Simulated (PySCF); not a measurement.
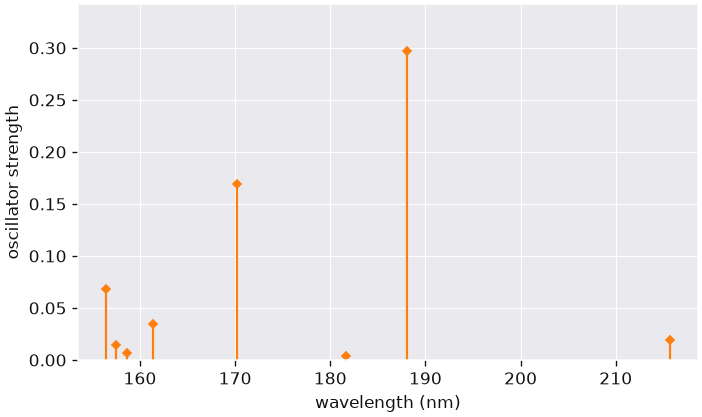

Vertical TDDFT excitations, CAM-B3LYP/def2-SVPD, PySCF, at a GFN2-xTB geometry (no frequency check), gas phase. Only the first 8 singlet excitations are included.

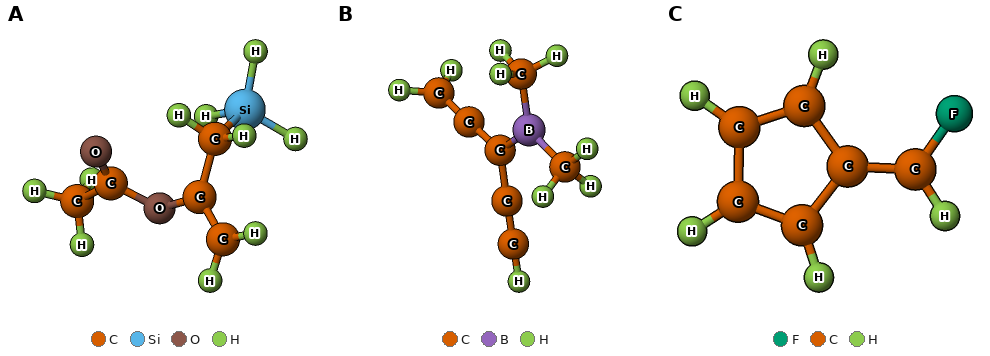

Question: Whose absorption spectrum is this? Choose among the lettered structures.

Answer: Structure A, C₅H₁₀O₂Si, SMILES C=C(C[SiH3])OC(C)=O. Its lowest singlet lies at 5.75 eV (f = 0.019) and the brightest of those computed is S2 at 6.59 eV (188 nm), f = 0.297, mainly HOMO → LUMO (74 %).

Caveats: the tight-binding geometry is rougher than a DFT one and adds to the error; one conformer of a flexible molecule; core orbitals are frozen in the response.
